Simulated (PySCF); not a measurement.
## A study: CF₃, charge +1, SMILES `F[C+](F)F`

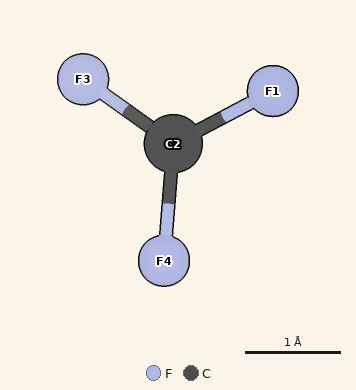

The molecule, with its atoms numbered as below. No frequency check shows the geometry to be a minimum.

Geometry (Å), atoms numbered from 1:

```
F1      -1.1951   -0.3202    0.0000
C2       0.0000   -0.0000    0.0000
F3       0.8749   -0.8749    0.0000
F4       0.3202    1.1951    0.0000
```

### 1. Bonding charge

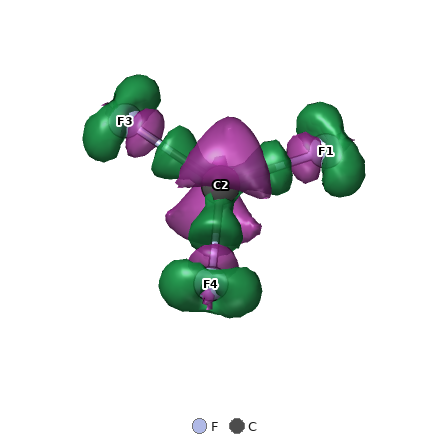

Deformation density (molecule less spherical, spin-averaged free atoms at the same positions), surfaces at ±0.2 e/Å³; green: gain, purple: loss.

Method: B3LYP/def2-SVPD; geometry: GFN2-xTB; program: PySCF.

> Describe the bonding that the map shows.

C2–F3, F1–C2 and C2–F4: +0.41 e/Å³ at the bond critical point (bond length 1.24 Å). In all, 0.6 electrons gather in the regions of gain relative to the promolecule of neutral atoms (the regions of loss give up this much and the cation's charge besides).

> Where do the Hirshfeld charges lie?

The highest Hirshfeld charge is on C2 (+0.57 e), the lowest on F1, F3 and F4 (+0.14 e).

### 2. Local ionisation energy

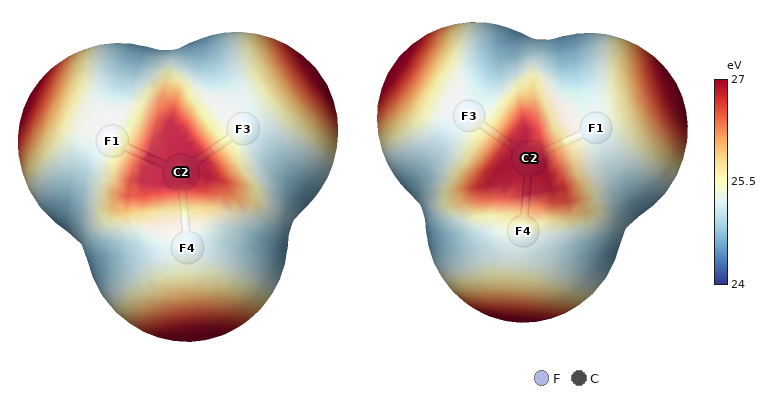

Average local ionisation energy on the surface of electron density 0.001 a.u. (back view left, front view right).

> Where are the most loosely bound electrons on this surface?

The lowest value is 24.6 eV, 1.6 Å from F4. For comparison, the highest occupied orbital lies at −21.6 eV.

### 3. Excited states

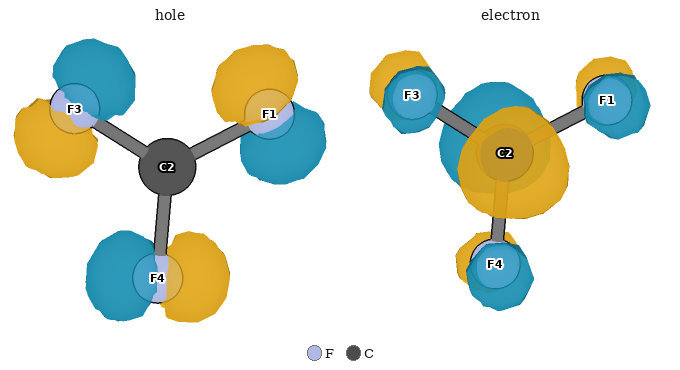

Leading natural transition orbital pair of S₁ (TDA singlet states); the surfaces enclose about 70 % of each orbital's density.

Level of theory: ωB97X/def2-SVPD (PySCF), at a geometry from GFN2-xTB.

> Give its energy and the atoms that hole and electron lie on.

8.76 eV (142 nm), f = 0.000 (dark); the leading pair carries 100 %; hole on F1, F3 and F4 (32 % each), electron on C2 (53 %) and F1, F3 and F4 (16 % each); their centroids lie 0.0 Å apart. In canonical orbitals it is mainly HOMO → LUMO (100 %). The HOMO–LUMO gap is 16.32 eV.

### 4. In an electric field

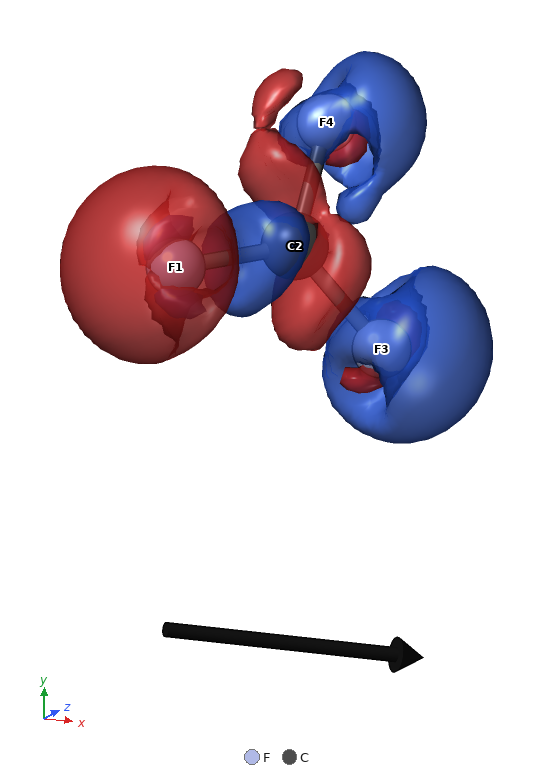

Change of the electron density in a uniform field of 0.51 V/Å along +x (arrow), surfaces at ±0.003 e/Å³ (red: gain, blue: loss).

Computed with PySCF, TPSS/6-311G**, geometry: GFN2-xTB. A basis without diffuse functions makes polarisabilities too small.

> What dipole is induced, and what polarisability does it imply?

The induced dipole is 0.33 D (along the field); α along this axis, from the fields in both directions, is 13 bohr³ (1.9 Å³).

> Which atoms gain and lose the most charge?

Electrons gather most on F1 (Hirshfeld charge changes by −0.023 e) and leave F3 most (+0.017 e); 0.038 electrons are displaced in all.

### 5. Localised orbitals

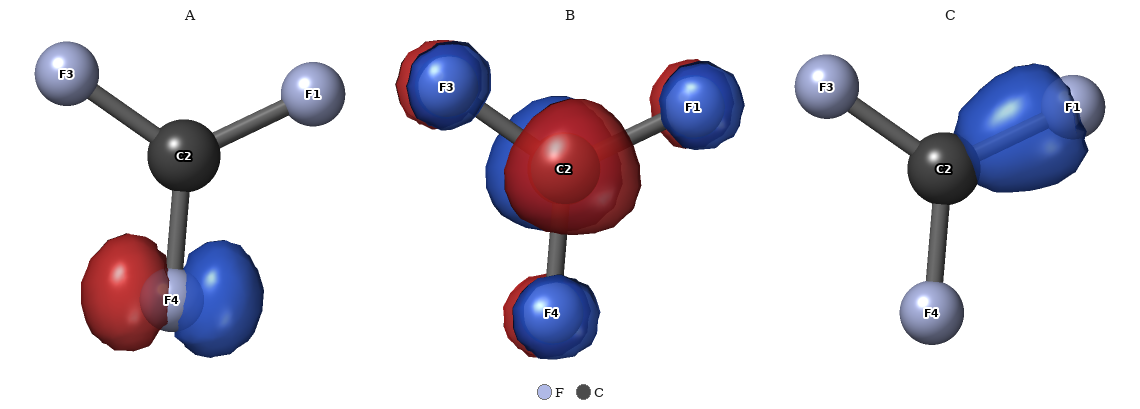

Intrinsic bond orbitals (IBO), occupied and valence-virtual; each surface holds about 70 % of the orbital's density. Energies are diagonal elements of the Fock matrix.

Computed with PySCF, B3LYP/def2-SVP, geometry: GFN2-xTB.

> What does each orbital represent in a Lewis picture?

By panel:
- A: lone pair on F4 (p-type) (F4 96 %, C2 3 %; −23.0 eV)
- B: delocalised π* orbital mainly over C2, F3, F1 and F4 (C2 65 %, F3 12 %, F1 12 %; −10.8 eV)
- C: σ bond F1–C2 (F1 67 %, C2 33 %; −39.9 eV)

> Which has the smallest and which the largest spatial spread?

Smallest: C (0.56 Å); largest: B (1.12 Å).

> How do all the valence pairs divide up?

12 pairs: 6 lone pairs, 3 σ bonds and 3 strongly polarised pairs.
